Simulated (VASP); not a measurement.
Band structure of SnTe (space group Fm-3m). Calculation: PBE GGA, VASP's PBE PAW potentials (set 64) (plane waves; VASP 6.6.1).

Unless said otherwise, spin-orbit coupling is left out, though it shifts the bands of the heavy elements here.

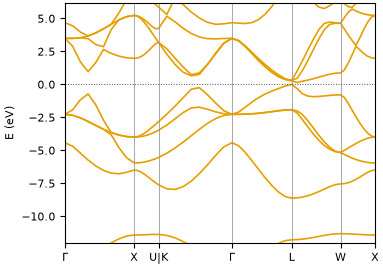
Figure: Bands along high-symmetry lines, zero at the valence-band maximum or, without a gap, the Fermi level

**Question.** Read the plot: is there a gap, and where are the band edges?

**Answer.** The gap is indirect, 0.14 eV, from the valence maximum at L to the conduction minimum at L-W at 0.11.

The structure is a typed SnTe crystal (Fm-3m). The cell was not relaxed at this level.
